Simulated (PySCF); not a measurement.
Input

```
{"job": {"kind": "nmr", "xc": "PBE0", "basis": "pcSseg-1"}, "charge": 0, "multiplicity": 1}
N     -0.063237     0.703938     2.843122
C     -0.049744     0.197499     1.816252
Si    -0.022020    -0.622463     0.134012
C      1.446047     0.123927    -0.829408
C      2.620725     0.345428     0.079999
Cl     4.055896     0.908645    -0.823352
Cl     3.036043    -1.157524     0.932104
N     -1.465708    -0.149621    -0.672953
Si    -3.109800    -0.373298    -0.125847
H      0.113416    -2.063249     0.351355
H      1.179814     1.078448    -1.284692
H      1.737282    -0.549338    -1.635075
H      2.419980     1.094122     0.848093
H     -1.367182     0.102927    -1.642790
H     -3.425014    -1.803761    -0.115191
H     -3.925281     0.344111    -1.103802
H     -3.188216     0.185193     1.218265
```

Launched as:

```sh
OMP_NUM_THREADS=1 python probes_run.py task.json out
```

Geometry: GFN2-xTB.

Computed with PySCF 2.14.0, PBE0/pcSseg-1, SCF density, gas phase, non-relativistic.

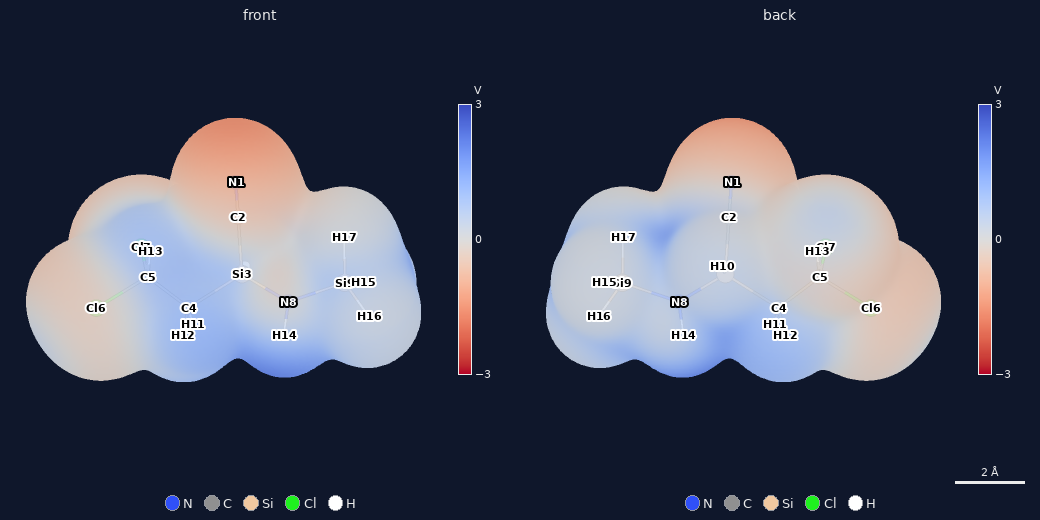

C₃H₈Cl₂N₂Si₂. The molecular electrostatic potential painted on the density surface at 0.001 e/bohr³, seen from the front and from behind; the colour scale runs from red (negative) to blue (positive).

### Which sites attract a positive test charge, and which a negative one?

A positive charge is drawn to the negative regions and a negative charge to the positive ones. The most negative region (about −1.5 V, or −35 kcal/mol for a unit charge) lies over N1, the most positive (about +2.0 V, or +46 kcal/mol for a unit charge) over H14. Cl6 shows a σ-hole: about +0.3 V at the tip opposite its bond, against about −0.3 V on its flanks. Cl7 shows a σ-hole: about +0.3 V, or +7 kcal/mol for a unit charge at the tip opposite its bond, against about −0.3 V, or −7 kcal/mol for a unit charge on its flanks. N1 is the likeliest acceptor of a hydrogen bond.
